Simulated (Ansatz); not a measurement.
Run report: Si$_{3}$NH$_{9}$O, geometry relaxation (part 1 of 2)

- system: Si$_{3}$NH$_{9}$O
- method: RKS PBE0-D4/def2-TZVP (Ansatz 0.2.0)

Figures and captions count atoms from 1; the log counts them from 0 in places.

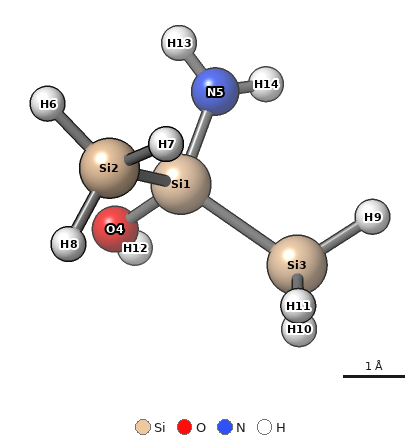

**Figure 1.** The structure as given in the input (ball-and-stick view, seen at a tilt; atoms are numbered from 1 in the order of the input). Bond lengths as drawn: H–N 1.01 Å, H–O 0.96 Å, H–Si 1.49 Å, N–Si 1.71 Å, O–Si 1.66 Å and Si–Si 2.34 to 2.36 Å.

Input:
```yaml
crystal:
  periodic: [false, false, false]
  atoms:
    - {symbol: Si, position_ang: [-0.193568, 0.502992, -0.876622]}
    - {symbol: Si, position_ang: [-1.301605, 1.761438, -2.508375]}
    - {symbol: Si, position_ang: [-1.172249, 0.691092, 1.260912]}
    - {symbol: O, position_ang: [-0.324029, -1.054711, -1.429500]}
    - {symbol: N, position_ang: [1.394842, 1.124869, -0.710822]}
    - {symbol: H, position_ang: [-0.487452, 1.837546, -3.755179]}
    - {symbol: H, position_ang: [-1.508776, 3.148797, -2.008799]}
    - {symbol: H, position_ang: [-2.628318, 1.179094, -2.844677]}
    - {symbol: H, position_ang: [-0.306431, 1.457768, 2.200856]}
    - {symbol: H, position_ang: [-1.401163, -0.659282, 1.854785]}
    - {symbol: H, position_ang: [-2.492943, 1.373986, 1.184469]}
    - {symbol: H, position_ang: [-0.032379, -1.755449, -0.840904]}
    - {symbol: H, position_ang: [1.996322, 1.286310, -1.502198]}
    - {symbol: H, position_ang: [1.909626, 1.076462, 0.152096]}
basis:
  gaussian: {orbitals: def2-TZVP}
hamiltonian: {xc: pbe0, dispersion: d4}
relax: {f_tol: 0.005, max_steps: 200}
```

Machine: 4 CPU threads, shared host.

Command:
```bash
ansatz run in.yaml --threads 4 --pin off --events-out ev --progress --plain --max-ram 41984MiB --backend cuda --devices 0, --max-vram 37GiB
```

Log:
```
Functional definition: PBE0
  name "PBE0"
  cite "Adamo & Barone, J. Chem. Phys. 110, 6158 (1999) doi:10.1063/1.478522"
  cite "Perdew, Burke & Ernzerhof, Phys. Rev. Lett. 77, 3865 (1996) doi:10.1103/PhysRevLett.77.3865"
  parent pbe
  parameter a = 0.25
  parameter kappa = 0.804
  parameter beta = 0.06672455060314922
  exchange = (1 - a)*pbe_x(kappa = kappa, mu = beta*pi^2/3) + a*exact_x
  correlation = pbe_c(beta = beta)
1506 factors; their error is unknown
mean field evaluation 1: about -27297.0810 eV, gradient 7.5e1 eV
mean field evaluation 2: about -27282.7337 eV, gradient 1.1e2 eV
mean field evaluation 4: about -27306.6113 eV, gradient 4.6e0 eV
mean field evaluation 8: about -27306.6549 eV, gradient 3.9e-2 eV
mean field evaluation 16: about -27306.7609 eV, gradient 7.0e-5 eV
mean field -27306.76090275 eV, -1003.5049539887 hartree, gradient 7.0e-5 eV, S^2 0.000000; 0 other end points of the search recorded, 0 dependent functions left out
the calculation of the forces begins
reference -27306.76094366 eV, -1003.5049554921 hartree; 33, 33 occupied and 194, 194 virtual orbitals, 1506 factors
relax step   1: F+E_penalty+E_count = -27307.06954043 eV  Δ(F+E_penalty+E_count) = +0.000e0 eV  max|allowed force component| = 9.298e-2 eV/Å  Δτ_max = 0.0000 Å  (26 SCF iters, accepted)
these checks for a lower state are left out or cut short: starts, cluster_reference, orbital_swaps, neighbouring_geometries, increment
1506 factors; their error is unknown
mean field -27306.76112439 eV, -1003.5049621339 hartree, gradient 1.1e-5 eV, S^2 0.000000; 0 other end points of the search recorded, 0 dependent functions left out
[... from here on the field's lines of each further geometry are left out, up to the last ...]
relax step   2: F+E_penalty+E_count = -27307.06979505 eV  Δ(F+E_penalty+E_count) = -2.546e-4 eV  max|allowed force component| = 4.136e-2 eV/Å  Δτ_max = 0.0148 Å  (32 SCF iters, accepted)
relax step   3: F+E_penalty+E_count = -27307.06998101 eV  Δ(F+E_penalty+E_count) = -1.860e-4 eV  max|allowed force component| = 2.233e-2 eV/Å  Δτ_max = 0.0069 Å  (32 SCF iters, accepted)
relax step   4: F+E_penalty+E_count = -27307.07001655 eV  Δ(F+E_penalty+E_count) = -3.554e-5 eV  max|allowed force component| = 4.274e-2 eV/Å  Δτ_max = 0.0076 Å  (31 SCF iters, accepted)
relax step   5: F+E_penalty+E_count = -27307.07017880 eV  Δ(F+E_penalty+E_count) = -1.623e-4 eV  max|allowed force component| = 1.837e-2 eV/Å  Δτ_max = 0.0067 Å  (32 SCF iters, accepted)
relax step   6: F+E_penalty+E_count = -27307.07027737 eV  Δ(F+E_penalty+E_count) = -9.857e-5 eV  max|allowed force component| = 2.221e-2 eV/Å  Δτ_max = 0.0089 Å  (32 SCF iters, accepted)
relax step   7: F+E_penalty+E_count = -27307.07034434 eV  Δ(F+E_penalty+E_count) = -6.697e-5 eV  max|allowed force component| = 2.236e-2 eV/Å  Δτ_max = 0.0092 Å  (31 SCF iters, accepted)
relax step   8: F+E_penalty+E_count = -27307.06706022 eV  Δ(F+E_penalty+E_count) = +3.284e-3 eV  max|allowed force component| = 1.153e-1 eV/Å  Δτ_max = 0.0133 Å  (31 SCF iters, rejected (line search))
relax step   9: F+E_penalty+E_count = -27307.07041999 eV  Δ(F+E_penalty+E_count) = -7.565e-5 eV  max|allowed force component| = 7.541e-3 eV/Å  Δτ_max = 0.0066 Å  (31 SCF iters, accepted)
relax step  10: F+E_penalty+E_count = -27307.07046705 eV  Δ(F+E_penalty+E_count) = -4.706e-5 eV  max|allowed force component| = 2.002e-2 eV/Å  Δτ_max = 0.0155 Å  (31 SCF iters, accepted)
relax step  11: F+E_penalty+E_count = -27307.07049428 eV  Δ(F+E_penalty+E_count) = -2.723e-5 eV  max|allowed force component| = 2.340e-2 eV/Å  Δτ_max = 0.0196 Å  (31 SCF iters, accepted)
relax step  12: F+E_penalty+E_count = -27307.07057199 eV  Δ(F+E_penalty+E_count) = -7.771e-5 eV  max|allowed force component| = 1.717e-2 eV/Å  Δτ_max = 0.0067 Å  (23 SCF iters, accepted)
relax step  13: F+E_penalty+E_count = -27307.07087473 eV  Δ(F+E_penalty+E_count) = -3.027e-4 eV  max|allowed force component| = 2.944e-2 eV/Å  Δτ_max = 0.0559 Å  (30 SCF iters, accepted)
relax step  14: F+E_penalty+E_count = -27307.07095616 eV  Δ(F+E_penalty+E_count) = -8.143e-5 eV  max|allowed force component| = 8.256e-2 eV/Å  Δτ_max = 0.0691 Å  (29 SCF iters, accepted)
relax step  15: F+E_penalty+E_count = -27307.07133821 eV  Δ(F+E_penalty+E_count) = -3.820e-4 eV  max|allowed force component| = 5.412e-2 eV/Å  Δτ_max = 0.0058 Å  (24 SCF iters, accepted)
relax step  16: F+E_penalty+E_count = -27307.07196133 eV  Δ(F+E_penalty+E_count) = -6.231e-4 eV  max|allowed force component| = 1.900e-2 eV/Å  Δτ_max = 0.0341 Å  (31 SCF iters, accepted)
relax step  17: F+E_penalty+E_count = -27307.07318481 eV  Δ(F+E_penalty+E_count) = -1.223e-3 eV  max|allowed force component| = 1.011e-1 eV/Å  Δτ_max = 0.1550 Å  (29 SCF iters, accepted)
relax step  18: F+E_penalty+E_count = -27307.07420488 eV  Δ(F+E_penalty+E_count) = -1.020e-3 eV  max|allowed force component| = 9.886e-2 eV/Å  Δτ_max = 0.0656 Å  (30 SCF iters, accepted)
relax step  19: F+E_penalty+E_count = -27307.07576259 eV  Δ(F+E_penalty+E_count) = -1.558e-3 eV  max|allowed force component| = 1.034e-1 eV/Å  Δτ_max = 0.0709 Å  (30 SCF iters, accepted)
relax step  20: F+E_penalty+E_count = -27307.07759147 eV  Δ(F+E_penalty+E_count) = -1.829e-3 eV  max|allowed force component| = 1.212e-1 eV/Å  Δτ_max = 0.1162 Å  (29 SCF iters, accepted)
relax step  21: F+E_penalty+E_count = -27307.07920193 eV  Δ(F+E_penalty+E_count) = -1.610e-3 eV  max|allowed force component| = 1.320e-1 eV/Å  Δτ_max = 0.0708 Å  (30 SCF iters, accepted)
relax step  22: F+E_penalty+E_count = -27307.08074138 eV  Δ(F+E_penalty+E_count) = -1.539e-3 eV  max|allowed force component| = 1.271e-1 eV/Å  Δτ_max = 0.1070 Å  (30 SCF iters, accepted)
relax step  23: F+E_penalty+E_count = -27307.08228137 eV  Δ(F+E_penalty+E_count) = -1.540e-3 eV  max|allowed force component| = 8.880e-2 eV/Å  Δτ_max = 0.0425 Å  (31 SCF iters, accepted)
relax step  24: F+E_penalty+E_count = -27307.08420516 eV  Δ(F+E_penalty+E_count) = -1.924e-3 eV  max|allowed force component| = 3.406e-2 eV/Å  Δτ_max = 0.0745 Å  (30 SCF iters, accepted)
relax step  25: F+E_penalty+E_count = -27307.08566159 eV  Δ(F+E_penalty+E_count) = -1.456e-3 eV  max|allowed force component| = 5.609e-2 eV/Å  Δτ_max = 0.1228 Å  (29 SCF iters, accepted)
relax step  26: F+E_penalty+E_count = -27307.08622463 eV  Δ(F+E_penalty+E_count) = -5.630e-4 eV  max|allowed force component| = 6.717e-2 eV/Å  Δτ_max = 0.0543 Å  (30 SCF iters, accepted)
relax step  27: F+E_penalty+E_count = -27307.08688784 eV  Δ(F+E_penalty+E_count) = -6.632e-4 eV  max|allowed force component| = 5.824e-2 eV/Å  Δτ_max = 0.0369 Å  (31 SCF iters, accepted)
relax step  28: F+E_penalty+E_count = -27307.08756996 eV  Δ(F+E_penalty+E_count) = -6.821e-4 eV  max|allowed force component| = 2.008e-2 eV/Å  Δτ_max = 0.0718 Å  (30 SCF iters, accepted)
relax step  29: F+E_penalty+E_count = -27307.08786396 eV  Δ(F+E_penalty+E_count) = -2.940e-4 eV  max|allowed force component| = 2.540e-2 eV/Å  Δτ_max = 0.0607 Å  (30 SCF iters, accepted)
relax step  30: F+E_penalty+E_count = -27307.08796981 eV  Δ(F+E_penalty+E_count) = -1.058e-4 eV  max|allowed force component| = 4.347e-2 eV/Å  Δτ_max = 0.0366 Å  (30 SCF iters, accepted)
relax step  31: F+E_penalty+E_count = -27307.08807496 eV  Δ(F+E_penalty+E_count) = -1.051e-4 eV  max|allowed force component| = 2.447e-2 eV/Å  Δτ_max = 0.0041 Å  (24 SCF iters, accepted)
relax step  32: F+E_penalty+E_count = -27307.08813177 eV  Δ(F+E_penalty+E_count) = -5.681e-5 eV  max|allowed force component| = 5.054e-3 eV/Å  Δτ_max = 0.0079 Å  (24 SCF iters, accepted)
relax step  33: F+E_penalty+E_count = -27307.08816382 eV  Δ(F+E_penalty+E_count) = -3.206e-5 eV  max|allowed force component| = 6.204e-3 eV/Å  Δτ_max = 0.0147 Å  (32 SCF iters, accepted)
relax step  34: F+E_penalty+E_count = -27307.08818506 eV  Δ(F+E_penalty+E_count) = -2.123e-5 eV  max|allowed force component| = 8.132e-3 eV/Å  Δτ_max = 0.0192 Å  (31 SCF iters, accepted)
relax step  35: F+E_penalty+E_count = -27307.08818999 eV  Δ(F+E_penalty+E_count) = -4.930e-6 eV  max|allowed force component| = 5.483e-3 eV/Å  Δτ_max = 0.0088 Å  (24 SCF iters, accepted)
the calculation of the forces begins
reference -27306.77968948 eV, -1003.5056443882 hartree; 33, 33 occupied and 194, 194 virtual orbitals, 1506 factors
relax step  36: F+E_penalty+E_count = -27307.08819266 eV  Δ(F+E_penalty+E_count) = -2.674e-6 eV  max|allowed force component| = 3.781e-3 eV/Å  Δτ_max = 0.0022 Å  (22 SCF iters, accepted)
```

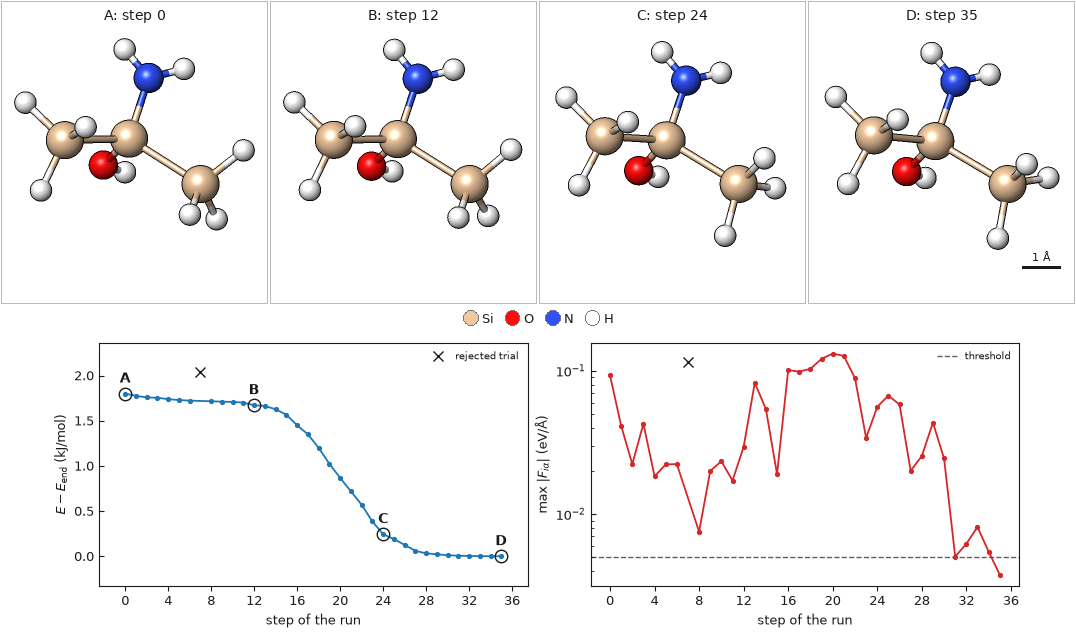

**Figure 2.** Frames of the relaxation (ball-and-stick view, seen at a tilt) above the curves, on which the letters mark them (the first geometry is step 0 here and step 1 in the log).

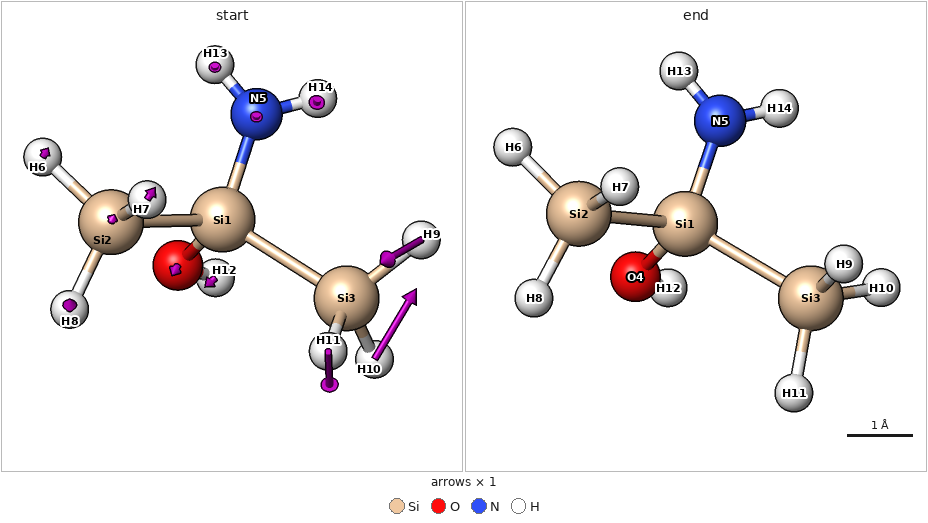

**Figure 3.** Before (left) and after (right) the relaxation, at one scale (ball-and-stick view, seen at a tilt). The pink arrows give the displacements, at true length. The atom that moves furthest after the best rigid fit is H10 (1.29 Å). By element the largest moves are H 1.29 Å, O 0.23 Å, N 0.21 Å, Si 0.17 Å. Distances before and after: Si1–Si3 2.358 → 2.350 Å. After 35 geometry steps the energy has fallen by 1.80 kJ/mol. The largest force component goes from 0.093 to 0.0038 eV/Å. The line search rejected the trial step at point 7 (counted from 0) and went back. (Atoms are counted from 1 in the order of the input.)
